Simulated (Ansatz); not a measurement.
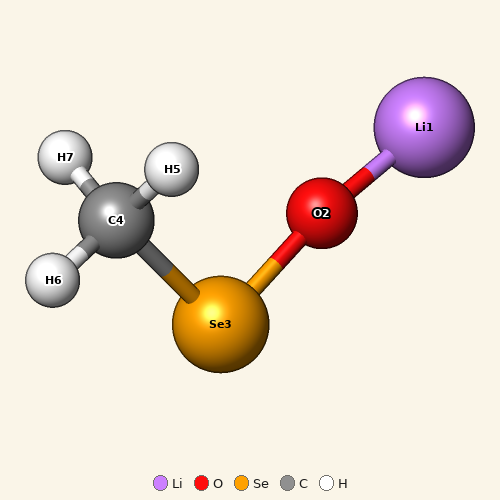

The system is CH₃LiOSe, SMILES [Li][O][Se]C; the picture shows the grid point nearest to the relaxed geometry. Two internal coordinates are moved rigidly from the geometry relaxed at PBE0-D4/def2-TZVP, all others fixed. First axis: angle H5–C4–H6. Second axis: torsion O2–Se3–C4–H5. Grid: 7 × 5 points. All energies are given in kJ/mol relative to the lowest grid point. The calculation used RKS PBE-D4/def2-TZVPP (Ansatz).

Its coordinates:

```yaml
atoms:
  - { symbol: Li, position_ang: [-2.0741, 1.9546, -1.3493] }
  - { symbol: O, position_ang: [-0.8769, 0.9126, -1.1661] }
  - { symbol: Se, position_ang: [0.4555, -0.2112, -1.2183] }
  - { symbol: C, position_ang: [0.5952, -0.6024, 0.6739] }
  - { symbol: H, position_ang: [0.7160, 0.3224, 1.2391] }
  - { symbol: H, position_ang: [1.4782, -1.2310, 0.8102] }
  - { symbol: H, position_ang: [-0.2909, -1.1411, 1.0112] }
```

Range: angle H5–C4–H6 from 79.5 to 139.5°; torsion O2–Se3–C4–H5 from −55 to 41°.

> Predict the map.

The lowest grid point is at angle H5–C4–H6 = 109.5°, torsion O2–Se3–C4–H5 = −55°. It lies at the edge of the scanned range, so the true minimum may lie outside. The energy also falls towards the edge at angle H5–C4–H6 = 109.5°, torsion O2–Se3–C4–H5 = 41° (2.9 kJ/mol above the lowest), where a further well may lie outside the range. The highest grid point, angle H5–C4–H6 = 79.5°, torsion O2–Se3–C4–H5 = −7°, lies 78 kJ/mol above the lowest.

| torsion O2–Se3–C4–H5 ↓, angle H5–C4–H6 → | 79.5 | 89.5 | 99.5 | 109.5 | 119.5 | 129.5 | 139.5 |
| --- | --- | --- | --- | --- | --- | --- | --- |
| 41 | 70 | 33 | 11 | 3 | 9 | 27 | 58 |
| 17 | 75 | 38 | 16 | 8 | 13 | 31 | 61 |
| −7 | 78 | 41 | 18 | 9 | 13 | 30 | 60 |
| −31 | 74 | 37 | 14 | 4 | 9 | 27 | 60 |
| −55 | 66 | 30 | 8 | 0 | 7 | 28 | 64 |

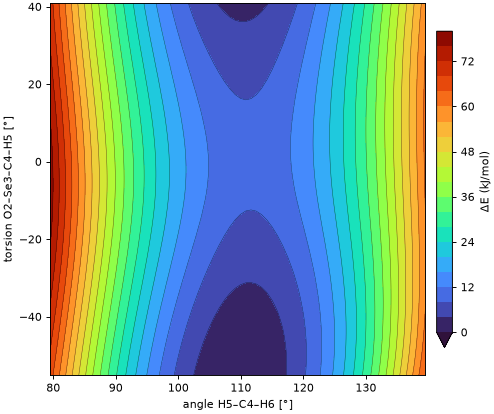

Drawn: filled contours. Between grid points the surface is interpolated.
